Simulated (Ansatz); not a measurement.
# Titanium, diamond: r²SCAN0 after r²SCAN

Aim: see what exact exchange does to the levels, and what it costs. Spin polarisation is left out. The geometry was relaxed under r²SCAN beforehand and is kept. Exact exchange is dear, so the k-mesh is coarse, and r²SCAN is run on the same mesh for comparison.

Program: Ansatz 0.2.0. Level of theory: DFT, plane waves (500 eV) with PBE-made PAW files, scalar-relativistic; functionals as named at each step. These are calculated values, not measurements.

## 1. The structure to begin with

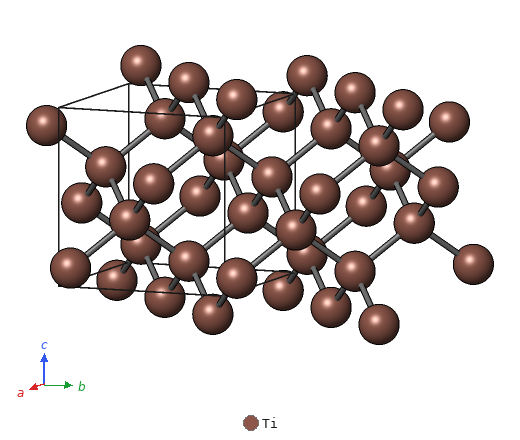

The structure, seen slightly off an axis (titanium brown). 1×2×1 conventional cells are drawn; the run uses a primitive one. Any atoms on the faces are drawn again on the opposite ones, and bonded neighbours outside are added.

As a file:

```
CELL_PARAMETERS angstrom
0.00000 2.78382 2.78382
2.78382 0.00000 2.78382
2.78382 2.78382 0.00000
ATOMIC_POSITIONS crystal
Ti 0.12500 0.12500 0.12500
Ti 0.87500 0.87500 0.87500
```

## 2. r²SCAN on the coarse mesh

The run with r²SCAN.

Contents of input.yaml:

```yaml
crystal:
  lattice:
    - [0.0, 2.7838202856, 2.7838202856]
    - [2.7838202856, 0.0, 2.7838202856]
    - [2.7838202856, 2.7838202856, 0.0]
  atoms:
    - { symbol: Ti, position: [0.125, 0.125, 0.125] }
    - { symbol: Ti, position: [0.875, 0.875, 0.875] }
hamiltonian:
  xc: r2scan
  pseudopotentials:
    kind: paw
    azcp:
      Ti: "pseudopotentials/Ti.paw.azcp"
basis:
  ecutwfc: 500
  fft_grid_basis: typed
kpoints:
  mp_grid: { grid: [5, 5, 5], shift: [0, 0, 0] }
magnetization:
  spin_polarized: false
scf:
  occupations: { method: fermi_dirac, width: 0.1 }
```

On the command line:

```bash
> ansatz run input.yaml --threads 4 --pin off --max-ram 8192MiB --backend cpu --events-out ev --progress --plain --runs-dir out
```

What it wrote:

```text
Warning: RAYON_NUM_THREADS=4 ignored (pool sized by the plan → 4); use --threads N
Engine: ansatz 0.2.0, aarch64-unknown-linux-gnu
Pseudopotentials: kind: paw
Pseudopotential: Ti, paw, valence charge 12, recommended cutoff 500 eV (meta_gga), <dir>
Functional definition: r2SCAN
  parameter k0 = 0.174
  parameter k1 = 0.065
  parameter a1 = 4.9479
  exchange = r2scan_x(k0 = k0, k1 = k1, a1 = a1)
  correlation = r2scan_c
Crystal: 2 atoms, lattice volume = 43.147 Å³
Basis set: ecut = 500 eV, 1067 PW (Γ), exchange–correlation on 120×120×120 points (64 copies of the dense FFT grid, shifted against one another)
Bands: 16, of which v1, the nominal top of the filled ones, is band 12 counted from 1 (11 counted from 0)
Symmetry: 48 space group operations
Space group: Fd-3m (ITA 227), of the structure as read, at distance tolerance 3.5e-5 Å
k-points: 10 of 125
Non-local potential: Ti, projectors of the file, l = 0: 3, l = 1: 2, l = 2: 3, l = 3: 1
PAW form: soft (Blöchl's): semilocal exchange-correlation on the pseudo side does not see the compensation charge
PAW frozen core: Ti, regenerated for the run's functional (the file was generated under x = pbe(κ = 0.804, μ = 0.2195149727645171), c = pbe(β = 0.06672455060314922))
PAW one-centre angular grid: Ti, 590 points (default); XC on 160 Gauss nodes
Initial density: superposition of atomic densities (neutral atoms: chi_scale 0, normalization atom), corrected by the library's trained network
Initial wavefunctions: pseudopotential atomic-orbital guess
Functional: x = r2scan, c = r2scan; τ floored in thin density (d = 2e-4 eV/Å³)
SCF iter   1: F=—  HF=-5003.557376 eV  |F-HF|=—  |Δ(HF+E_count)|=         —  Δρ=1.70e-2  dr2=1.10e-1  dr2_τ=2.57e-2  ethr=1.77e-3  ⟨swp⟩=4.1  Hψ=673  notcnv=0
preconditioner: auto → Kerker (q_TF=auto, 2.474 Å⁻¹)  [metal: Δε(μ)=0.005 eV  Ē_g=2.273 eV  σ=0.100 eV  W_gap=0.01  n_scr=14 (ndim 8)  ℏωp=16.0 eV  f_vac=0.000  D(μ)=6.12/eV (n_scr^D=112)]
SCF iter   2: F=—  HF=-5003.661548 eV  |F-HF|=—  |Δ(HF+E_count)|=   1.04e-1  Δρ=6.69e-3  dr2=1.01e-2  dr2_τ=1.46e-3  ethr=4.59e-4  ⟨swp⟩=2.7  Hψ=373  notcnv=0
SCF iter   3: F=—  HF=-5003.671975 eV  |F-HF|=—  |Δ(HF+E_count)|=   1.04e-2  Δρ=4.54e-3  dr2=5.33e-3  dr2_τ=3.00e-4  ethr=4.22e-5  ⟨swp⟩=2.3  Hψ=198  notcnv=0
SCF iter   4: F=—  HF=-5003.678219 eV  |F-HF|=—  |Δ(HF+E_count)|=   6.24e-3  Δρ=6.66e-4  dr2=1.55e-4  dr2_τ=3.62e-6  ethr=2.22e-5  ⟨swp⟩=2.0  Hψ=274  notcnv=0
SCF iter   5: F=—  HF=-5003.678299 eV  |F-HF|=—  |Δ(HF+E_count)|=   8.02e-5  Δρ=1.99e-4  dr2=3.19e-5  dr2_τ=6.85e-7  ethr=6.45e-7  ⟨swp⟩=2.2  Hψ=228  notcnv=0
SCF iter   6: F=—  HF=-5003.678308 eV  |F-HF|=—  |Δ(HF+E_count)|=   9.23e-6  Δρ=8.93e-5  dr2=1.82e-6  dr2_τ=8.03e-8  ethr=1.33e-7  ⟨swp⟩=2.0  Hψ=207  notcnv=0
SCF iter   7: F=—  HF=-5003.678316 eV  |F-HF|=—  |Δ(HF+E_count)|=   7.41e-6  Δρ=3.01e-5  dr2=3.33e-7  dr2_τ=5.06e-9  ethr=7.59e-9  ⟨swp⟩=2.0  Hψ=284  notcnv=0
SCF iter   8: F=-5003.678317 eV  HF=-5003.678317 eV  |F-HF|=2.37e-8  |Δ(HF+E_count)|=   8.64e-7  Δρ=6.83e-6  dr2=1.81e-8  dr2_τ=7.43e-10  ethr=4.17e-10  ⟨swp⟩=3.0  Hψ=354  notcnv=0
SCF 1 converged in 8 iterations: F = -5003.678317 eV  dr2 = 1.81e-8
SCF converged after 8 iterations
Free energy (F): -5003.678317 eV
Harris-Foulkes:  -5003.678317 eV  (|F-HF|=2.37e-8)
Internal energy: -5003.490837 eV  (E = F + TS)
E sigma→0 (E₀):  -5003.584577 eV
Entropy (-TS):   -0.187480 eV (-93.740 meV/atom)
Fermi energy:    10.021909 eV
--- Per-component energies (eV) ---
  E_band       = -415.271997
  E_kinetic    = 551.097617
  E_local      = -2163.680712  (includes V_loc(G=0)·N_el)
  E_nonlocal   = 25.119160
  E_hartree    = 893.225469
  E_xc         = -183.270860
  E_vxc        = -263.154126  (∫ρ·V_xc dr)
  E_paw        = -2119.276778  (= ΣΔE_a)
  E_vpaw       = -370.094126  (= ΣTr[D̂ρ^β])
  E_aug_tail   = 0.000189  (compensation charges beyond the density's cutoff)
  E_vtau       = 18.983072  (kinetic-family band-sum trace: ∫τ·v_τ [+ j·A + Jᵃ·Aᵃ] dr)
  E_ewald      = -2006.198008
  E_core_change = -0.506914  (= ΣΔE_core)
  E_smearing   = -0.187480  (= −TS)
  E_closure    = -0.000000  (closes the sum)
  Σ components = -5003.678317   (vs F -5003.678317, Δ=0.00e0)
```

It took 1.1 s on 4 threads of Arm Neoverse N1, shared host; peak memory 0.36 GiB.

(Part 1 of 2 ends here.)
